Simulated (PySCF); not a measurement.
# C6H8Ge: geometry relaxation

The run: geometry relaxation of C6H8Ge (phenylgermane). Method and program: PBE0-D3(BJ)/def2-SVP geometry optimisation, gas phase (PySCF 2.14.0).

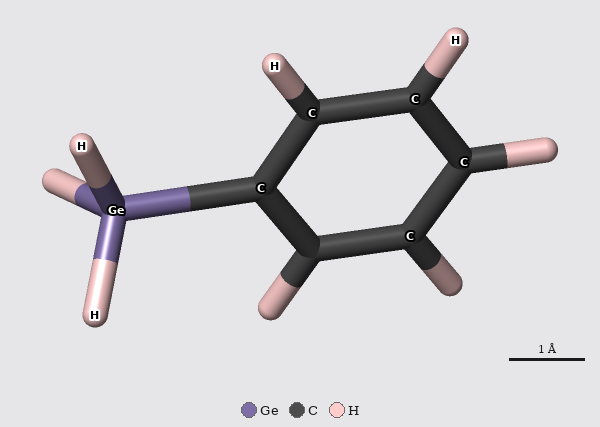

*The structure as given in the input (stick view, seen at an oblique angle). Sticks mark near contacts.*

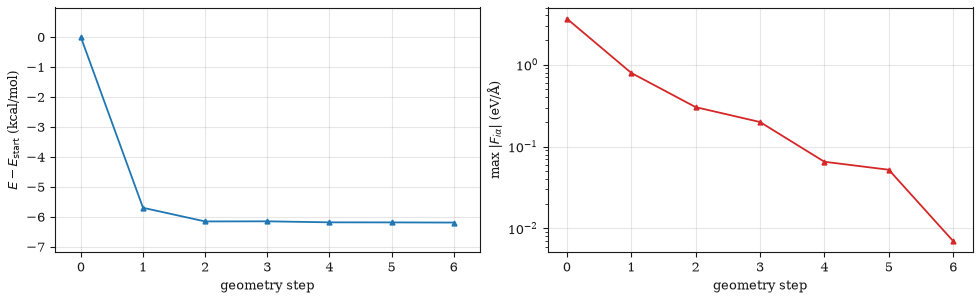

*Progress of the relaxation, step by step (steps are counted from 0).*

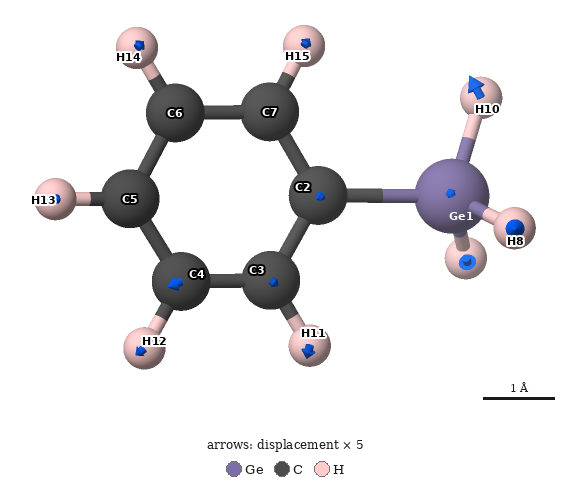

*The starting structure with the displacements as blue arrows, magnified 5 times (ball-and-stick view, seen at a tilt). The two geometries are laid on each other by the best rigid fit.*

The atom that moves furthest after the best rigid fit is H10 (0.073 Å). By element the largest moves are H 0.073 Å, C 0.045 Å, Ge 0.025 Å. Distances before and after: Ge1–H9 1.458 → 1.540 Å, Ge1–H8 1.476 → 1.541 Å, C3–C4 1.330 → 1.394 Å, Ge1–H10 1.502 → 1.539 Å. Among the angles that change: C5–C4–H12 117.4° → 120.1°, C4–C5–H13 122.3° → 120.1°. After 6 geometry steps the energy has fallen by 6.19 kcal/mol. Largest force component: 3.7 eV/Å at the start, 0.007 eV/Å at the end. (Atoms are counted from 1 in the order of the input.)

The input and output of the run follow.

### Input
```
{"job": {"xc": "PBE0", "basis": "def2-SVP", "d3": "d3bj", "grid": 1, "maxiter": 30, "shake": 0.01, "kind": "geom"}, "charge": 0, "multiplicity": 1}
Ge     2.515340    -0.317970    -0.043790
C      0.552710    -0.056410    -0.014320
C     -0.297790    -1.162260     0.057420
C     -1.618450    -1.008020     0.089070
C     -2.212600     0.249850     0.029980
C     -1.392750     1.373380    -0.039420
C     -0.004610     1.210680    -0.062960
H      3.031090    -0.789930     1.256450
H      2.889380    -1.296220    -1.058800
H      3.184480     0.993380    -0.343310
H      0.149950    -2.153390     0.112740
H     -2.284200    -1.879530     0.158660
H     -3.311810     0.385960     0.049300
H     -1.838560     2.360730    -0.072440
H      0.622490     2.072370    -0.125820
```

The first line tells a small driver script what to run in PySCF; the rest is the geometry in Å.

Launch command:
```bash
OMP_NUM_THREADS=1 python <driver script> task.json out
```

### What the program printed
```
step   0  E = -2309.47792884  max force = 0.071126
step   1  E = -2309.48700293  max force = 0.015448
step   2  E = -2309.48772886  max force = 0.005899
step   3  E = -2309.48772289  max force = 0.003880
step   4  E = -2309.48777664  max force = 0.001268
step   5  E = -2309.48777999  max force = 0.001014
step   6  E = -2309.48778844  max force = 0.000137
optimisation converged
```

### Trajectory as extended XYZ (Å, eV, eV/Å), 7 frames, from step=0 to step=6
```
15
Properties=species:S:1:pos:R:3:forces:R:3 step=0 energy=-62844.09543
Ge    2.5153   -0.3180   -0.0438   -1.4503   1.0410   0.1849
C     0.5527   -0.0564   -0.0143    1.0825  -0.1264  -0.0392
C    -0.2978   -1.1623    0.0574    3.0007  -0.4667   0.0740
C    -1.6184   -1.0080    0.0891   -3.6574  -0.3626   0.0492
C    -2.2126    0.2498    0.0300   -0.3111   0.7641   0.0469
C    -1.3927    1.3734   -0.0394   -0.0987  -0.4020  -0.0013
C    -0.0046    1.2107   -0.0630   -0.6499  -0.2561   0.0101
H     3.0311   -0.7899    1.2565    0.3256  -0.4343   1.1689
H     2.8894   -1.2962   -1.0588    0.3551  -1.1227  -1.1887
H     3.1845    0.9934   -0.3433    0.2483   0.6487  -0.1805
H     0.1499   -2.1534    0.1127   -0.0545  -0.2454  -0.0291
H    -2.2842   -1.8795    0.1587    0.1775   0.0449  -0.0223
H    -3.3118    0.3860    0.0493    0.5100  -0.2330  -0.0012
H    -1.8386    2.3607   -0.0724   -0.0529   0.3381  -0.0342
H     0.6225    2.0724   -0.1258    0.5751   0.8125  -0.0374
15
Properties=species:S:1:pos:R:3:forces:R:3 step=1 energy=-62844.34234
Ge    2.2862    0.2551   -0.4502    0.2870  -0.2900  -0.0433
C     0.3494    0.4517   -0.3902    0.0323   0.1275  -0.0144
C    -0.4907   -0.6611   -0.3031   -0.6927   0.0277  -0.0082
C    -1.8904   -0.5059   -0.2609    0.7944  -0.0398   0.0170
C    -2.4455    0.7680   -0.2993   -0.0922   0.0155  -0.0031
C    -1.6162    1.8857   -0.3873   -0.0441   0.0657   0.0133
C    -0.2335    1.7273   -0.4323    0.1531   0.1365  -0.0149
H     2.8274   -0.2456    0.9296   -0.1085   0.1157  -0.3419
H     2.6837   -0.7970   -1.5483   -0.1000   0.3380   0.3562
H     2.9273    1.6304   -0.7810   -0.0953  -0.2092   0.0446
H    -0.0788   -1.6713   -0.2722    0.0792  -0.0725   0.0017
H    -2.5217   -1.3901   -0.1919   -0.1266  -0.0854   0.0013
H    -3.5306    0.8897   -0.2599   -0.0085   0.0278  -0.0125
H    -2.0538    2.8880   -0.4198    0.0331  -0.0354  -0.0003
H     0.4078    2.6166   -0.5023   -0.1111  -0.1219   0.0045
15
Properties=species:S:1:pos:R:3:forces:R:3 step=2 energy=-62844.36210
Ge    2.2810    0.2456   -0.4483    0.0386  -0.0532  -0.0186
C     0.3468    0.4609   -0.3930    0.1124   0.0686  -0.0187
C    -0.4877   -0.6587   -0.3065   -0.3033   0.0581   0.0145
C    -1.8771   -0.5046   -0.2581    0.1998  -0.1370  -0.0024
C    -2.4426    0.7673   -0.2979    0.0174   0.0587   0.0005
C    -1.6177    1.8892   -0.3863   -0.0730   0.0009  -0.0001
C    -0.2337    1.7376   -0.4344    0.0375  -0.0953   0.0097
H     2.8150   -0.2518    0.9111   -0.0126   0.0091  -0.0222
H     2.6733   -0.7894   -1.5255   -0.0173   0.0451   0.0458
H     2.9269    1.6031   -0.7761    0.0085   0.0129  -0.0042
H    -0.0657   -1.6679   -0.2771    0.0192   0.0193  -0.0013
H    -2.5135   -1.3907   -0.1902   -0.0287   0.0204  -0.0020
H    -3.5284    0.8862   -0.2611    0.0096   0.0019  -0.0005
H    -2.0574    2.8891   -0.4194   -0.0009   0.0056  -0.0011
H     0.4013    2.6257   -0.5062   -0.0072  -0.0152   0.0006
15
Properties=species:S:1:pos:R:3:forces:R:3 step=3 energy=-62844.36194
Ge    2.2863    0.2478   -0.4483   -0.0508  -0.0077   0.0056
C     0.3501    0.4546   -0.3943   -0.0779   0.0733  -0.0039
C    -0.4991   -0.6560   -0.3071    0.0402  -0.1995   0.0133
C    -1.8849   -0.5102   -0.2575    0.1115   0.1041  -0.0142
C    -2.4407    0.7675   -0.2973   -0.0969   0.0595   0.0009
C    -1.6149    1.8880   -0.3865   -0.0143  -0.0836   0.0036
C    -0.2305    1.7292   -0.4349    0.0310   0.0229   0.0003
H     2.8196   -0.2455    0.9079    0.0109  -0.0110   0.0435
H     2.6830   -0.7805   -1.5198    0.0134  -0.0367  -0.0418
H     2.9266    1.6073   -0.7758   -0.0021   0.0245  -0.0045
H    -0.0762   -1.6649   -0.2777    0.0140  -0.0085  -0.0006
H    -2.5276   -1.3923   -0.1901    0.0206   0.0311  -0.0016
H    -3.5257    0.8921   -0.2608   -0.0117   0.0047   0.0014
H    -2.0512    2.8894   -0.4199    0.0005  -0.0036   0.0002
H     0.4058    2.6151   -0.5070    0.0116   0.0305  -0.0023
15
Properties=species:S:1:pos:R:3:forces:R:3 step=4 energy=-62844.36340
Ge    2.2854    0.2457   -0.4480   -0.0173   0.0117   0.0058
C     0.3499    0.4542   -0.3947   -0.0268   0.0308  -0.0006
C    -0.4951   -0.6603   -0.3071   -0.0003  -0.0001   0.0004
C    -1.8791   -0.5035   -0.2586   -0.0397  -0.0613   0.0047
C    -2.4449    0.7703   -0.2974    0.0652   0.0238  -0.0061
C    -1.6165    1.8877   -0.3866   -0.0254  -0.0070   0.0026
C    -0.2318    1.7283   -0.4350    0.0291   0.0206  -0.0020
H     2.8174   -0.2473    0.9107    0.0041  -0.0041   0.0171
H     2.6823   -0.7837   -1.5205    0.0072  -0.0199  -0.0215
H     2.9255    1.6068   -0.7757   -0.0036   0.0007   0.0005
H    -0.0729   -1.6695   -0.2776   -0.0058   0.0017  -0.0004
H    -2.5224   -1.3843   -0.1912   -0.0027  -0.0074   0.0011
H    -3.5302    0.8924   -0.2602    0.0048  -0.0087   0.0003
H    -2.0513    2.8898   -0.4199    0.0082   0.0051  -0.0004
H     0.4043    2.6149   -0.5071    0.0030   0.0141  -0.0015
15
Properties=species:S:1:pos:R:3:forces:R:3 step=5 energy=-62844.36349
Ge    2.2814    0.2425   -0.4475    0.0148   0.0102  -0.0006
C     0.3475    0.4608   -0.3950    0.0392  -0.0047  -0.0026
C    -0.4924   -0.6580   -0.3074   -0.0383   0.0307   0.0002
C    -1.8773   -0.5065   -0.2586    0.0295  -0.0006  -0.0004
C    -2.4401    0.7687   -0.2977   -0.0207   0.0099  -0.0010
C    -1.6164    1.8894   -0.3868   -0.0097   0.0112   0.0006
C    -0.2311    1.7365   -0.4355   -0.0020  -0.0521   0.0030
H     2.8105   -0.2528    0.9131   -0.0022   0.0020  -0.0059
H     2.6742   -0.7904   -1.5213   -0.0021   0.0046   0.0059
H     2.9271    1.6013   -0.7753    0.0033  -0.0048   0.0011
H    -0.0665   -1.6655   -0.2781    0.0048   0.0044  -0.0010
H    -2.5194   -1.3881   -0.1911   -0.0073   0.0007   0.0006
H    -3.5255    0.8891   -0.2604   -0.0029   0.0004  -0.0001
H    -2.0550    2.8899   -0.4199   -0.0030  -0.0002   0.0001
H     0.4038    2.6246   -0.5076   -0.0033  -0.0115   0.0001
15
Properties=species:S:1:pos:R:3:forces:R:3 step=6 energy=-62844.36372
Ge    2.2834    0.2434   -0.4472   -0.0009   0.0000   0.0006
C     0.3486    0.4575   -0.3951   -0.0012   0.0047  -0.0016
C    -0.4948   -0.6587   -0.3075   -0.0053  -0.0034   0.0012
C    -1.8792   -0.5053   -0.2587    0.0058  -0.0012  -0.0007
C    -2.4417    0.7702   -0.2979   -0.0029   0.0070  -0.0002
C    -1.6159    1.8893   -0.3870   -0.0034  -0.0068   0.0001
C    -0.2308    1.7323   -0.4356    0.0066  -0.0013   0.0008
H     2.8131   -0.2505    0.9132   -0.0003  -0.0002   0.0010
H     2.6785   -0.7885   -1.5204    0.0002  -0.0011  -0.0004
H     2.9268    1.6030   -0.7749    0.0006   0.0002   0.0000
H    -0.0705   -1.6669   -0.2782    0.0003   0.0003  -0.0001
H    -2.5226   -1.3862   -0.1911   -0.0002   0.0017  -0.0001
H    -3.5271    0.8917   -0.2606   -0.0004  -0.0009  -0.0001
H    -2.0521    2.8908   -0.4200    0.0011   0.0001  -0.0003
H     0.4050    2.6195   -0.5078    0.0001   0.0009  -0.0003
```

### Key numbers

```json
{"quantity": "outcome", "value": "converged"}
{"quantity": "total energy", "value": "−2309.487788 hartree"}
{"quantity": "dipole moment", "value": "0.75 D"}
{"quantity": "point group", "value": "C1"}
{"quantity": "hardware", "value": "1 CPU thread, shared host"}
{"quantity": "wall time", "value": "85 s"}
{"quantity": "peak memory", "value": "0.62 GiB"}
```
